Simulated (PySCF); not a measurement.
AlCl3Li, charge +1, SMILES `[Li+].Cl[Al](Cl)Cl`.

PySCF calculation, BP86/def2-SVPD, gas phase; geometry: GFN2-xTB. The pair's geometry is semi-empirical, so its contact may be too short or too long. GFN2-xTB bond lengths at metals and heavier atoms can be off by up to 0.1 Å and shapes distorted, which carries into these values.

Geometry (Å), atoms numbered from 1:

```
Li1      3.8394   -0.0167    0.0000
Cl2     -1.0497    1.8925    0.0000
Al3     -0.3932    0.0010    0.0000
Cl4     -1.0669   -1.8837    0.0000
Cl5      1.7397   -0.0066    0.0000
```

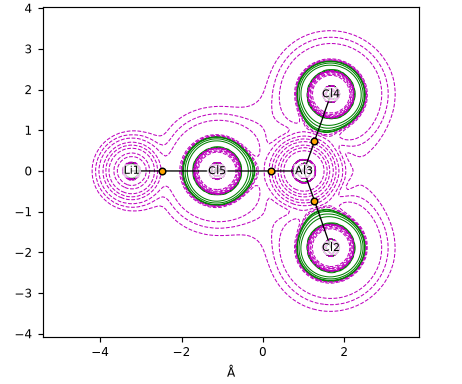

Negative Laplacian of the density (−∇²ρ) in the molecular plane (solid green lines positive, dashed magenta lines negative, contours at ±0.02 to ±8 a.u.), with bond paths and bond critical points (dots).

Q: At which bond critical points in this plane is charge locally concentrated, and at which depleted?

A: At none is it concentrated. Depleted (∇²ρ > 0): Al3–Cl4 and Cl2–Al3 (+0.43 a.u., H = −0.016); Al3–Cl5 (+0.29 a.u., H = −0.008); Li1–Cl5 (+0.18 a.u., H = +0.007).

Q: Where along Li1–Cl5 does the critical point lie?

A: 0.73 Å from Li1 and 1.37 Å from Cl5.

Run time: 12 s on 1 thread of Arm Neoverse V1 (shared host), peak memory 0.43 GiB.
